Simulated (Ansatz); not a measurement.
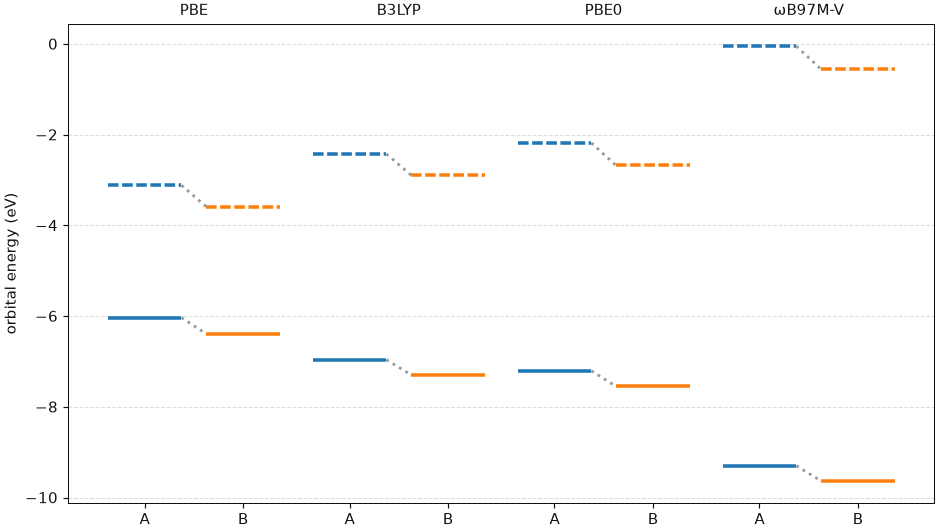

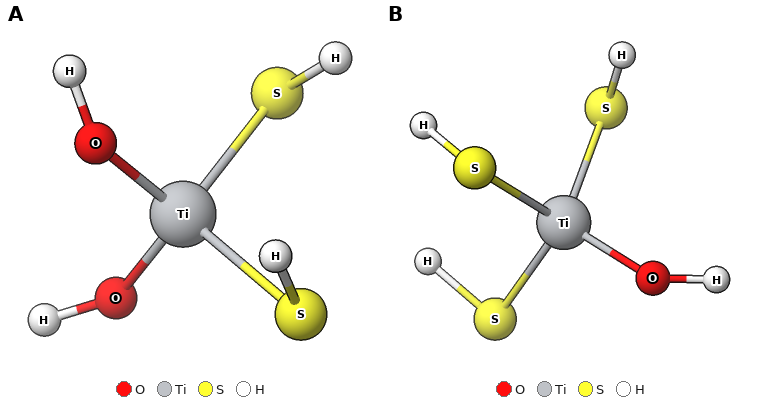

One change: A, TiH₄S₂O₂ (SMILES [OH][Ti]([OH])([SH])[SH]), becomes B, TiH₄S₃O (SMILES [OH][Ti]([SH])([SH])[SH]). OH on Ti is replaced by SH. HOMO (solid) and LUMO (dashed) computed in def2-TZVPP at PBE0-D4/def2-TZVP geometries, both minima by their frequencies, gas phase, the Ansatz code.

> What does the change do to HOMO and LUMO?

PBE: the HOMO falls by 0.36 eV, the LUMO falls by 0.47 eV, and the separation goes from 2.92 to 2.81 eV. B3LYP: the HOMO falls by 0.33 eV, the LUMO falls by 0.47 eV, and the separation goes from 4.54 to 4.40 eV. PBE0: the HOMO falls by 0.34 eV, the LUMO falls by 0.50 eV, and the separation goes from 5.02 to 4.87 eV. ωB97M-V: the HOMO falls by 0.33 eV, the LUMO falls by 0.51 eV, and the separation goes from 9.25 to 9.08 eV.

> Do the functionals agree on the effect?

They agree on the direction for both levels; the HOMO shift lies between −0.36 and −0.33 eV and the LUMO shift between −0.51 and −0.47 eV, while the separations themselves differ by up to 6.3 eV between functionals.
